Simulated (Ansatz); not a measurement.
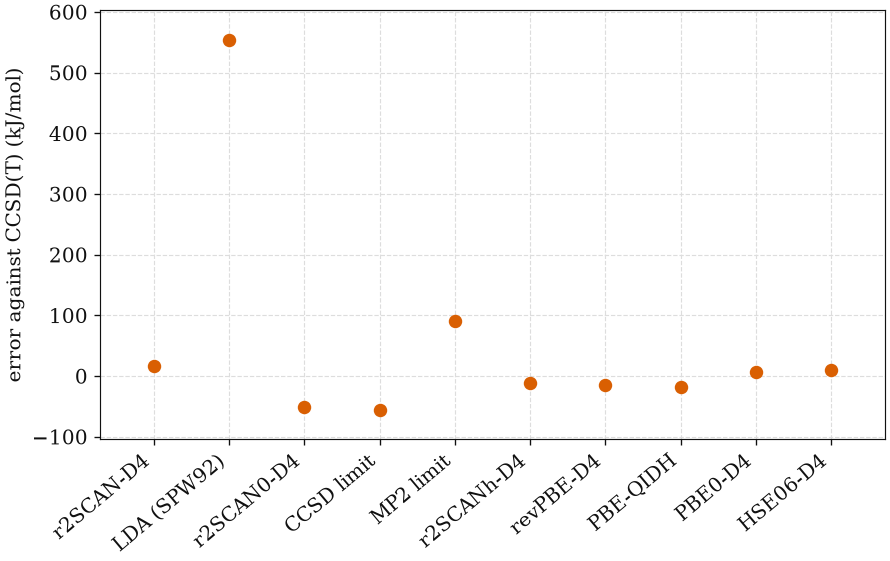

Error in the electronic atomisation energy (method less reference, so positive means overbinding) of C₂H₄F₂Si, SMILES F[C@H]1C[Si@@H]1F: functionals in def2-TZVPP against frozen-core CCSD(T) at the limit (MP2 extrapolated from triple and quadruple zeta, plus CCSD(T) less MP2 in a smaller set), which gives 3445.5 kJ/mol, at a PBE0-D4/def2-TZVP geometry (a minimum by its frequencies), no zero-point or spin-orbit term, the Ansatz code. The reference leaves out core correlation, a term that grows with the number of heavy atoms. PBE-QIDH holds a correlation term that converges slowly with the basis, so part of the distance to the limit is basis error. No dispersion term is added to PBE-QIDH. Limit means the basis limit.

Which of these levels overbind, and which underbind?

Overbind: LDA (SPW92) and MP2 limit. Underbind: r2SCAN0-D4 and CCSD limit. Within 25 kJ/mol of zero, too close to call in view of what the reference leaves out: r2SCAN-D4, r2SCANh-D4, revPBE-D4, PBE-QIDH, PBE0-D4 and HSE06-D4.

What range do the values span?

From −55.7 kJ/mol (CCSD limit) to 553.9 kJ/mol (LDA (SPW92)).
